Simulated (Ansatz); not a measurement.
## InPt3C (Pm-3m): a soft mode frozen in

Aim: this structure of InPt3C (Pm-3m) is to be tested for unstable modes, and one is followed downhill.

Main program and level: Ansatz 0.2.0; DFT PBEsol, scalar-relativistic, plane waves, PAW; PAW set soft_1.

### 1. Set-up

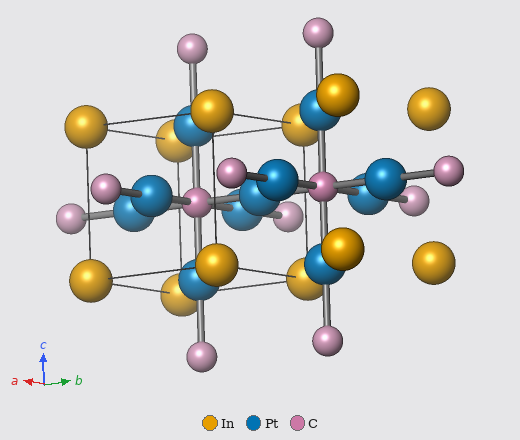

Start, viewed from a free direction; indium orange, platinum blue, carbon pink. 1×2×1 cells are drawn. Some periodic images of atoms are drawn too.

As a file:

```cif
data_structure
_symmetry_space_group_name_H-M 'Pm-3m'
_symmetry_Int_Tables_number 221
_cell_length_a 4.1978
_cell_length_b 4.1978
_cell_length_c 4.1978
_cell_angle_alpha 90.000
_cell_angle_beta 90.000
_cell_angle_gamma 90.000
_cell_volume 73.97
loop_
_atom_site_label
_atom_site_type_symbol
_atom_site_symmetry_multiplicity
_atom_site_Wyckoff_symbol
_atom_site_fract_x
_atom_site_fract_y
_atom_site_fract_z
_atom_site_occupancy
In1 In 1 a 0.00000 0.00000 0.00000 1
Pt1 Pt 3 c 0.50000 0.00000 0.50000 1
C1 C 1 b 0.50000 0.50000 0.50000 1
```

### 2. Response at finite wavevector

The cell comes from relaxations at this level that are not shown. Stability and thermal properties need the whole zone. Linear response on a 4×4×4 q mesh gives force constants as far as a supercell of that size would.

File input.yaml:

```yaml
crystal:
  lattice:
    - [4.1977651068, 0.0, 0.0]
    - [0.0, 4.1977651068, 0.0]
    - [0.0, 0.0, 4.1977651068]
  atoms:
    - { symbol: In, position: [0.0, 0.0, 0.0] }
    - { symbol: Pt, position: [0.5, 0.0, 0.5] }
    - { symbol: Pt, position: [0.5, 0.5, 0.0] }
    - { symbol: Pt, position: [0.0, 0.5, 0.5] }
    - { symbol: C, position: [0.5, 0.5, 0.5] }
kpoints:
  mp_grid: { grid: [8, 8, 8] }
hamiltonian:
  xc: pbesol
  pseudopotentials: { kind: paw, azcp: { folder: soft_1 }, xc_functional: pbe }
scf:
  occupations: { method: methfessel_paxton, width: 0.2 }
output:
  eigenvalues: true
phonons:
  method: dfpt
  qmesh: [4, 4, 4]
  temperatures: { t_max: 1000, t_step: 50 }
  qpath:
    path:
      - [[0.0, 0.0, 0.0], [0.0, 0.5, 0.0], [0.5, 0.5, 0.0], [0.0, 0.0, 0.0], [0.5, 0.5, 0.5], [0.0, 0.5, 0.0]]
      - [[0.5, 0.5, 0.5], [0.5, 0.5, 0.0]]
    npoints: 10
```

Launch:

```bash
> ansatz run input.yaml --threads 4 --pin off --max-ram 10240MiB --backend cpu --events-out ev --progress --plain --runs-dir out
```

Numbers of over 12 decimals in the logs are rounded to 6 here.

The program printed:

```text
Engine: ansatz 0.2.0, aarch64-unknown-linux-gnu
Pseudopotentials: kind: paw
Pseudopotential: In, paw, valence charge 13, recommended cutoff 420 eV (normal), soft_1/In.paw.azcp
Pseudopotential: Pt, paw, valence charge 18, recommended cutoff 420 eV (normal), soft_1/Pt.paw.azcp
Pseudopotential: C, paw, valence charge 4, recommended cutoff 420 eV (normal), soft_1/C.paw.azcp
Functional definition: PBEsol
  exchange = pbesol_x
  correlation = pbesol_c
Crystal: 5 atoms, lattice volume = 73.970 Å³
Basis set: ecut = 420 eV, 1419 PW (Γ), exchange–correlation on 60×60×60 points (8 copies of the dense FFT grid, shifted against one another)
Bands: 43, of which v1, the nominal top of the filled ones, is band 36 counted from 1 (35 counted from 0)
Symmetry: 48 space group operations
k-points: 35 of 512
Non-local potential: In, projectors of the file, l = 0: 2, l = 1: 2, l = 2: 2, l = 3: 1
Non-local potential: Pt, projectors of the file, l = 0: 3, l = 1: 2, l = 2: 2, l = 3: 1
Non-local potential: C, projectors of the file, l = 0: 2, l = 1: 2, l = 2: 1
PAW form: soft (Blöchl's): semilocal exchange-correlation on the pseudo side does not see the compensation charge
PAW frozen core: In, regenerated for the run's functional, and the local potential with it (the file was generated under x = pbe(κ = 0.804, μ = 0.219515), c = pbe(β = 0.066725))
PAW frozen core: Pt, regenerated for the run's functional, and the local potential with it (the file was generated under x = pbe(κ = 0.804, μ = 0.219515), c = pbe(β = 0.066725))
PAW frozen core: C, regenerated for the run's functional, and the local potential with it (the file was generated under x = pbe(κ = 0.804, μ = 0.219515), c = pbe(β = 0.066725))
PAW one-centre angular grid: In, 590 points (default); XC on 64 Gauss nodes
PAW one-centre angular grid: Pt, 590 points (default); XC on 64 Gauss nodes
PAW one-centre angular grid: C, 110 points (default); XC on 64 Gauss nodes
Initial density: superposition of atomic densities (chi_scale 0.1, normalization cell, long waves kept (reshape's long-wave potential 0.00 eV rms))
Initial wavefunctions: pseudopotential atomic-orbital guess
Functional: x = pbesol(κ = 0.804, μ = 0.123457), c = pbesol(β = 0.046)
SCF iter   1: F=—  HF=-42929.761806 eV  |F-HF|=—  |Δ(HF+E_count)|=         —  Δρ=1.08e-1  dr2=1.09e1  ethr=3.10e-3  ⟨swp⟩=5.4  Hψ=4929  notcnv=0
preconditioner: auto → Kerker (q_TF=auto, 2.710 Å⁻¹)  [metal: Δε(μ)=0.018 eV  Ē_g=10.855 eV  σ=0.200 eV  W_gap=0.08  n_scr=26 (ndim 8)  ℏωp=29.6 eV  f_vac=0.000  D(μ)=4.41/eV (n_scr^D=32)]
SCF iter   2: F=—  HF=-42927.848475 eV  |F-HF|=—  |Δ(HF+E_count)|=    1.91e0  S|Δr|=    0.00e0  Δρ=5.39e-2  dr2=2.79e0  ethr=3.10e-3  ⟨swp⟩=2.0  Hψ=2429  notcnv=0  defer=54
SCF iter   3: F=—  HF=-42927.175859 eV  |F-HF|=—  |Δ(HF+E_count)|=   6.73e-1  S|Δr|=    0.00e0  Δρ=8.50e-3  dr2=7.30e-2  ethr=3.10e-3  ⟨swp⟩=2.0  Hψ=2279  notcnv=0  defer=54
SCF iter   4: F=—  HF=-42927.159162 eV  |F-HF|=—  |Δ(HF+E_count)|=   1.67e-2  S|Δr|=    0.00e0  Δρ=1.85e-3  dr2=3.59e-3  ethr=1.03e-4  ⟨swp⟩=1.1  Hψ=1809  notcnv=0  defer=54
SCF iter   5: F=—  HF=-42927.158285 eV  |F-HF|=—  |Δ(HF+E_count)|=   8.78e-4  S|Δr|=    0.00e0  Δρ=5.76e-4  dr2=6.57e-4  ethr=5.05e-6  ⟨swp⟩=2.0  Hψ=1859  notcnv=0  defer=54
SCF iter   6: F=—  HF=-42927.158097 eV  |F-HF|=—  |Δ(HF+E_count)|=   1.87e-4  S|Δr|=    0.00e0  Δρ=1.83e-4  dr2=5.03e-5  ethr=9.26e-7  ⟨swp⟩=2.0  Hψ=2041  notcnv=0  defer=54
SCF iter   7: F=—  HF=-42927.158078 eV  |F-HF|=—  |Δ(HF+E_count)|=   1.99e-5  S|Δr|=    0.00e0  Δρ=4.23e-5  dr2=1.34e-6  ethr=7.09e-8  ⟨swp⟩=2.0  Hψ=1894  notcnv=0  defer=54
SCF iter   8: F=—  HF=-42927.158076 eV  |F-HF|=—  |Δ(HF+E_count)|=   1.97e-6  S|Δr|=    0.00e0  Δρ=5.98e-6  dr2=1.58e-8  ethr=1.89e-9  ⟨swp⟩=2.0  Hψ=2168  notcnv=0  defer=54
SCF iter   9: F=—  HF=-42927.158076 eV  |F-HF|=—  |Δ(HF+E_count)|=   5.77e-9  S|Δr|=    0.00e0  Δρ=1.15e-6  dr2=8.94e-10  ethr=2.22e-11  ⟨swp⟩=2.1  Hψ=1978  notcnv=0  defer=54
SCF iter  10: F=—  HF=-42927.158076 eV  |F-HF|=—  |Δ(HF+E_count)|=  2.18e-11  S|Δr|=    0.00e0  Δρ=2.58e-7  dr2=5.47e-11  ethr=1.26e-12  ⟨swp⟩=2.1  Hψ=2098  notcnv=0  defer=54
SCF iter  11: F=-42927.158076 eV  HF=-42927.158076 eV  |F-HF|=0.00e0  |Δ(HF+E_count)|=  7.28e-12  S|Δr|=    0.00e0  Δρ=6.84e-8  dr2=3.71e-12  ethr=1.00e-12  ⟨swp⟩=10.2  Hψ=6964  notcnv=0
SCF 1 converged in 11 iterations: F = -42927.158076 eV  dr2 = 3.71e-12
  greatest PAW one-centre occupation: 1.000 electrons in one spin orbital (limit 2), on the Pt atom at site 3 (counted from 0), in its partial waves of l = 0
phonons: the bands overlap, so this run is a metal and interpolates without the dipole-dipole term. If the crystal is really an insulator or semiconductor, its LO-TO splitting is missing
NSCF: frozen V_eff on 35 k-points
NSCF: frozen V_eff on 125 k-points
DFPT response loops at q = (0, 0, 0) (fractional): preconditioner auto → Kerker (q_TF=auto, 2.710 Å⁻¹) (partly filled bands, converged f_vac=0.000); β = 1.00, the filter's whole step (`scf.mixing.beta` (0.50) is not read by the response loops under this deck's `scf.mixing.preconditioner`; to damp them name `kerker` or `kerker_dos`, under which they read `scf.mixing.beta`, and type it under 1.00, their step now; both keys bind the ground state too); Broyden in place of MSR1
NSCF: frozen V_eff on 400 k-points
DFPT response loops at q = (0, 0, 0.25) (fractional): mixed as the last ones told, above
NSCF: frozen V_eff on 250 k-points
DFPT response loops at q = (0, 0, -0.5) (fractional): mixed as the last ones told, above
NSCF: frozen V_eff on 640 k-points
DFPT response loops at q = (0, 0.25, 0.25) (fractional): mixed as the last ones told, above
NSCF: frozen V_eff on 400 k-points
DFPT response loops at q = (0, 0.25, -0.5) (fractional): mixed as the last ones told, above
NSCF: frozen V_eff on 250 k-points
DFPT response loops at q = (0, -0.5, -0.5) (fractional): mixed as the last ones told, above
NSCF: frozen V_eff on 1024 k-points
DFPT response loops at q = (0.25, 0.25, 0.25) (fractional): mixed as the last ones told, above
NSCF: frozen V_eff on 640 k-points
DFPT response loops at q = (0.25, 0.25, -0.5) (fractional): mixed as the last ones told, above
NSCF: frozen V_eff on 400 k-points
DFPT response loops at q = (0.25, -0.5, -0.5) (fractional): mixed as the last ones told, above
NSCF: frozen V_eff on 250 k-points
DFPT response loops at q = (-0.5, -0.5, -0.5) (fractional): mixed as the last ones told, above
SCF converged after 11 iterations
Stability not checked: this state was not tested for a lower state beside it, because cold or Methfessel-Paxton smearing, or corrected tetrahedra, fill the levels in a way that the test cannot read (fill_not_monotonic; see scf.lower_state_search)
Free energy (F): -42927.158076 eV
Harris-Foulkes:  -42927.158076 eV  (|F-HF|=0.00e0)
Internal energy: -42927.154234 eV  (E = F + TS)
E sigma→0 (E₀):  -42927.157115 eV
Entropy (-TS):   -0.003842 eV (-0.768 meV/atom)
Fermi energy:    19.389274 eV
--- Per-component energies (eV) ---
  E_band       = -492.423669
  E_kinetic    = 2101.226123
  E_local      = -5958.934481  (includes V_loc(G=0)·N_el)
  E_nonlocal   = 975.511747
  E_hartree    = 2298.666885
  E_xc         = -881.050671
  E_vxc        = -959.870161  (∫ρ·V_xc dr)
  E_paw        = -32274.095445  (= ΣΔE_a)
  E_vpaw       = -1247.694090  (= ΣTr[D̂ρ^β])
  E_aug_tail   = 0.003389  (compensation charges beyond the density's cutoff)
  E_ewald      = -9189.599877
  E_core_change = 1.118098  (= ΣΔE_core)
  E_smearing   = -0.003842  (= −TS)
  E_closure    = 0.000000  (closes the sum)
  Σ components = -42927.158076   (vs F -42927.158076, Δ=0.00e0)
--- Band table (eV; the first three rows and the last of 35) ---
  k-point 0: bands = [... 32 lower, 18.4441, 18.4881, 18.4881, 18.4881, 20.8760, 20.8760, 20.8760, 21.9186, ... 3 higher]
  k-point 1: bands = [... 32 lower, 18.3130, 18.4885, 18.5831, 18.5831, 20.4610, 21.1689, 21.1689, 22.3274, ... 3 higher]
  k-point 2: bands = [... 32 lower, 17.9367, 18.4893, 18.8181, 18.8181, 20.4525, 21.9359, 21.9359, 22.4293, ... 3 higher]
  k-point 34: bands = [... 32 lower, 17.1643, 18.2777, 18.2777, 18.2777, 20.4597, 20.4597, 20.4597, 20.6301, ... 3 higher]
--- Phonons (Γ-DFPT): 4 representative perturbations + reference (Σ response iterations 15) ---
  ASR residual: 6.185e-5 → 0.000e0 eV/Å²; symmetrization residual: 3.530e-6 eV/Å²
  ASR residual per site (eV/Å²): 1.55e-5 6.18e-5 6.18e-5 6.18e-5 1.11e-5
  Γ frequencies (cm⁻¹): -65.64 -65.64 -65.64 0.00 0.00 0.00 17.64 17.64 17.64 95.69 95.69 95.69 371.11 371.11 371.11
--- Phonons (arbitrary-q DFPT): 10 irreducible q on the 4×4×4 mesh ---
  q = [0.0000, 0.0000, 0.0000] (star 1, of the zone-centre solve; hermiticity 6.09e-7, symmetrization 9.62e-12): -65.64 -65.64 -65.64 -0.00 0.00 0.00 17.64 17.64 17.64 95.69 95.69 95.69 371.11 371.11 371.11
  q = [0.0000, 0.0000, 0.2500] (star 6, 9 solved perturbations in 1560 linear systems a pass and spin channel, the states on 200 of 512 k-point pairs; hermiticity 8.04e-7, symmetrization 1.06e-12): -68.33 -65.03 -65.03 -29.06 -29.06 9.93 35.10 35.10 95.10 95.10 101.06 110.15 366.22 366.22 522.92
  q = [0.0000, 0.0000, -0.5000] (star 3, 9 solved perturbations in 975 linear systems a pass and spin channel, the states on 125 of 512 k-point pairs; hermiticity 3.72e-7, symmetrization 1.51e-12): -71.03 -69.71 -69.71 -32.10 -32.10 27.06 43.42 43.42 95.54 95.54 112.23 129.00 354.60 354.60 627.74
  q = [0.0000, 0.2500, 0.2500] (star 12, 9 solved perturbations in 2460 linear systems a pass and spin channel, the states on 320 of 512 k-point pairs; hermiticity 5.28e-7, symmetrization 1.56e-13): -83.94 -72.86 -67.04 -53.11 -41.37 -40.34 38.16 83.60 95.15 101.56 105.00 130.00 358.54 510.97 525.99
  q = [0.0000, 0.2500, -0.5000] (star 12, 15 solved perturbations on 200 of 512 k-point pairs; hermiticity 4.50e-7, symmetrization 2.90e-13): -85.27 -83.81 -80.27 -65.78 -40.89 -33.84 41.67 83.33 96.22 102.80 111.35 149.49 357.00 514.60 623.20
  q = [0.0000, -0.5000, -0.5000] (star 3, 9 solved perturbations in 975 linear systems a pass and spin channel, the states on 125 of 512 k-point pairs; hermiticity 6.11e-7, symmetrization 2.39e-13): -99.83 -99.83 -91.09 -91.09 -53.17 39.75 46.73 83.19 96.87 106.54 106.54 165.76 366.12 623.45 623.45
  q = [0.2500, 0.2500, 0.2500] (star 8, 4 solved perturbations in 1376 linear systems a pass and spin channel, the states on 512 of 512 k-point pairs; hermiticity 2.91e-7, symmetrization 2.12e-12): -89.40 -74.27 -73.59 -73.59 -53.26 -53.26 81.10 81.10 101.57 101.57 105.28 150.00 504.30 526.08 526.08
  q = [0.2500, 0.2500, -0.5000] (star 12, 9 solved perturbations in 2460 linear systems a pass and spin channel, the states on 320 of 512 k-point pairs; hermiticity 2.57e-7, symmetrization 1.03e-12): -82.91 -80.71 -79.37 -77.31 -62.72 -43.10 81.02 83.25 102.28 102.96 107.84 168.51 514.69 526.93 620.55
  q = [0.2500, -0.5000, -0.5000] (star 6, 9 solved perturbations in 1560 linear systems a pass and spin channel, the states on 200 of 512 k-point pairs; hermiticity 2.24e-7, symmetrization 2.93e-13): -82.15 -82.15 -74.05 -74.05 -60.64 -41.68 75.56 83.51 102.91 106.71 106.71 184.37 523.86 618.90 618.90
  q = [-0.5000, -0.5000, -0.5000] (star 1, 4 solved perturbations in 350 linear systems a pass and spin channel, the states on 125 of 512 k-point pairs; hermiticity 7.88e-8, symmetrization 4.46e-12): -64.27 -64.27 -64.27 -21.35 -21.35 -21.35 81.21 81.21 107.16 107.16 107.16 201.04 617.23 617.23 617.23
  sum rule: each row above includes the acoustic sum rule's correction from the zone centre's row sums; it moved no ω² by more than (0.50 cm⁻¹)²
  mesh force constants: q→R imaginary residual 7.59e-19; ASR residual 6.185e-5 → 0.000e0 eV/Å²; symmetrization residual 1.421e-14 eV/Å²
  interpolated dispersion: 62 rows × 15 modes
  density of states and harmonic sums: on the 16×16×16 q-mesh, interpolated from the force constants of a 4×4×4 supercell (no non-analytic term)
  largest difference from the sums on the solved wave vectors: F 3.84e-2 eV, S 4.52e-5 and C_V 8.81e-6 eV/K
  zero-point energy: 0.130859 eV/cell   skipped modes (ω ≤ 0): 960, of them read as no rigid motion or as one in doubt: 957 (5.890e0 modes/cell left out, lowest -99.83 cm⁻¹)   left out of the sums: 3.93e-1 of the cell's modes: C_V's classical limit lies that fraction below 3 k_B per atom; for a crystal, a wire or a layer, F and S can be off by more, and a phonons.interpolated_qmesh denser along its periods is the remedy for the sampling
```

It took 26 min on 4 threads of Arm Neoverse V1, shared host; peak memory 3.7 GiB.

The column dr2 measures how far the density is from self-consistency, as an energy; F and HF (Harris–Foulkes) agree once it is small.

This step gave:

```yaml
volume_per_atom: 14.79 Å³
gap_on_the_k_mesh: 0 eV
sum_rule_residual_before_enforcement: 6.18e-5 eV/Å²
lowest_frequency_on_the_path: -99.83 cm⁻¹
point_group: m-3m
highest_frequency_on_the_path_or_at_a_solved_wavevector: 627.7 cm⁻¹
highest_optical_mode_at_the_zone_centre_no_lo_to_term: 371.1 cm⁻¹
lowest_optical_zone_centre_mode: -65.64 cm⁻¹
lowest_mode_on_the_q_mesh_acoustic_modes_at_gamma_apart: -99.83 cm⁻¹
```

Frequencies (cm⁻¹) solved at each irreducible wavevector; negative means imaginary. Frequencies by wavevector, by row:

```csv
q in reciprocal lattice units,star,mode 1,mode 2,mode 3,mode 4,mode 13,mode 14,mode 15
0 0 0,1,-65.6,-65.6,-65.6,0,371.1,371.1,371.1
0 0 0.25,6,-68.3,-65,-65,-29.1,366.2,366.2,522.9
0 0 -0.5,3,-71,-69.7,-69.7,-32.1,354.6,354.6,627.7
0 0.25 0.25,12,-83.9,-72.9,-67,-53.1,358.5,511,526
0 0.25 -0.5,12,-85.3,-83.8,-80.3,-65.8,357,514.6,623.2
0 -0.5 -0.5,3,-99.8,-99.8,-91.1,-91.1,366.1,623.5,623.5
0.25 0.25 0.25,8,-89.4,-74.3,-73.6,-73.6,504.3,526.1,526.1
0.25 0.25 -0.5,12,-82.9,-80.7,-79.4,-77.3,514.7,526.9,620.5
0.25 -0.5 -0.5,6,-82.2,-82.2,-74,-74,523.9,618.9,618.9
-0.5 -0.5 -0.5,1,-64.3,-64.3,-64.3,-21.4,617.2,617.2,617.2
```

Interpolated from a 4×4×4 q mesh. Phonon branches along the path, in cm⁻¹:

```csv
point,branch 1,branch 2,branch 3,branch 4,branch 12,branch 13,branch 14,branch 15
Γ,-66,-66,-66,0,96,371,371,371
X,-71,-70,-70,-32,129,355,355,628
M,-100,-100,-91,-91,166,366,624,624
Γ,-66,-66,-66,0,96,371,371,371
R,-64,-64,-64,-21,201,617,617,617
X,-71,-70,-70,-32,129,355,355,628
jump to R,-64,-64,-64,-21,201,617,617,617
M,-100,-100,-91,-91,166,366,624,624
```

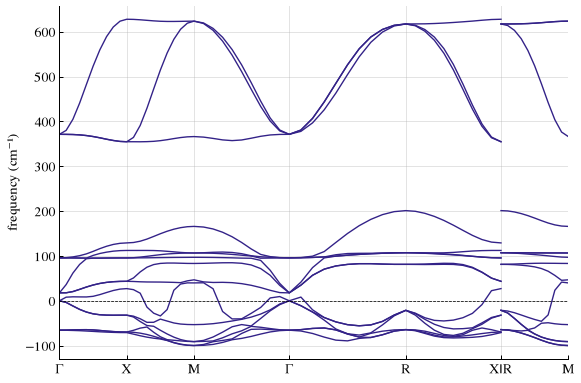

Phonon branches along the path.

Symmetry leaves 10 wavevectors to solve. The lowest mode among them, the acoustic zeros apart, lies at q = (0, -0.5, -0.5) and is imaginary, 99.8i cm⁻¹, so the energy falls along it.

### 3. The mode frozen in, largest atomic shift 0 Å

The mode followed lies at q = (0, -0.5, -0.5) with frequency 99.8i cm⁻¹ and is 2-fold degenerate, the softest among the wavevectors solved. At small amplitude the distorted cell has space group no. 53 by a symmetry search on the positions. The undistorted cell that holds it gives the zero of energy on the same k mesh.

System of this step: InPt3C. Symmetry: Pm-3m, No. 221, cubic system. The conventional cell has a = 4.198 Å, b = 4.198 Å, c = 4.198 Å, α = 90.00°, β = 90.00°, γ = 90.00°. In has 12 Pt at 2.97 Å nearest. Nearest to Pt lie 2 C at 2.10 Å and 8 Pt at 2.97 Å and 4 In at 2.97 Å. Nearest to Pt lie 2 C at 2.10 Å and 4 In at 2.97 Å and 8 Pt at 2.97 Å. Nearest to C lie 6 Pt at 2.10 Å. Farther neighbours are not listed.

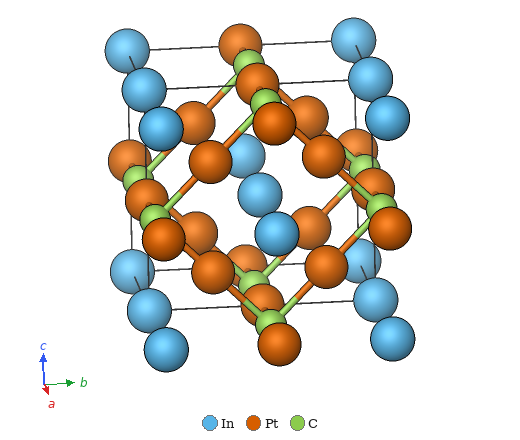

The cell of this step (indium blue, platinum orange, carbon green). 2×1×1 cells are drawn. Some periodic images of atoms are drawn too.

File input.yaml:

```yaml
crystal:
  lattice:
    - [-4.1977651068, 0.0, 0.0]
    - [0.0, -4.1977651068, -4.1977651068]
    - [0.0, -4.1977651068, 4.1977651068]
  atoms:
    - { symbol: In, position: [0.0, 0.5, 0.5] }
    - { symbol: In, position: [0.0, 1.0, 1.0] }
    - { symbol: Pt, position: [0.5, 0.75, 0.25] }
    - { symbol: Pt, position: [0.5, 0.25, 0.75] }
    - { symbol: Pt, position: [0.5, 0.75, 0.75] }
    - { symbol: Pt, position: [0.5, 0.25, 0.25] }
    - { symbol: Pt, position: [1.0, 0.0, 0.5] }
    - { symbol: Pt, position: [1.0, 0.5, 0.0] }
    - { symbol: C, position: [0.5, 0.0, 0.5] }
    - { symbol: C, position: [0.5, 0.5, 0.0] }
kpoints:
  mp_grid: { grid: [8, 6, 6] }
hamiltonian:
  xc: pbesol
  pseudopotentials: { kind: paw, azcp: { folder: soft_1 }, xc_functional: pbe }
scf:
  occupations: { method: methfessel_paxton, width: 0.2 }
output:
  forces: true
  stress: true
  eigenvalues: true
```

The program printed:

```text
[...]
Crystal: 10 atoms, lattice volume = 147.940 Å³
Basis set: ecut = 420 eV, 2871 PW (Γ), exchange–correlation on 60×80×80 points (8 copies of the dense FFT grid, shifted against one another)
Bands: 86, of which v1, the nominal top of the filled ones, is band 71 counted from 1 (70 counted from 0)
Symmetry: 32 space group operations
[...]
k-points: 50 of 288
[...]
k-point 0: bands = [... 67 lower, 18.4917, 18.4932, 18.4932, 18.9597, 18.9597, 20.3915, 20.8751, 20.8751, ... 11 higher]
  k-point 1: bands = [... 67 lower, 18.4181, 18.6199, 18.6516, 18.9705, 19.1565, 20.2856, 20.4061, 21.0910, ... 11 higher]
  k-point 2: bands = [... 67 lower, 18.2013, 18.8851, 18.9932, 19.0558, 19.4971, 19.9562, 19.9859, 21.7992, ... 11 higher]
  k-point 49: bands = [... 67 lower, 17.9091, 18.9592, 18.9592, 18.9614, 18.9614, 20.3906, 20.3906, 21.6045, ... 11 higher]
[key lines of the parts left out:]
SCF converged after 9 iterations
Free energy (F): -85854.312530 eV
Fermi energy:    19.415070 eV
P = ⅓ Tr σ = -0.0087 GPa (-0.087 kbar)
```

It took 12 s on 4 threads; peak memory 0.84 GiB.

Numbers from this step:

* pressure: -0.008717 GPa
* energy from the undistorted cell: 0 meV/atom

The run ends at a pressure of -0.01 GPa.

(Continued in part 2 of 3.)

[Logs are printed without paths, hosts, clocks, repeated set-up lines and the standing remarks that a program may print on its own settings, such as how far it seeks lower states.]

[Hosts, paths, dates, database ids (printed as entryN), source tags and the programs' standing remarks are cut or masked in the printed files.]
